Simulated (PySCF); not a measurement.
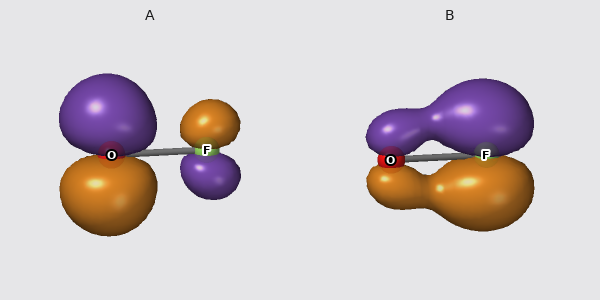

*OF (charge −1). Two frontier orbitals, each drawn at the value that holds 80 % of its norm (orange and purple are the two phases), in no order; of a degenerate pair one member is drawn.*

The calculation used PBE0/aug-pcseg-1, non-relativistic, at a bond length of 1.503 Å in PySCF.

**Label each orbital by symmetry, say whether it is occupied, and order them by energy.**

Orbital B: π, occupied, −4.57 eV; mainly on F (85 %).
Orbital A: π, occupied, 0.29 eV; mainly on O (85 %).
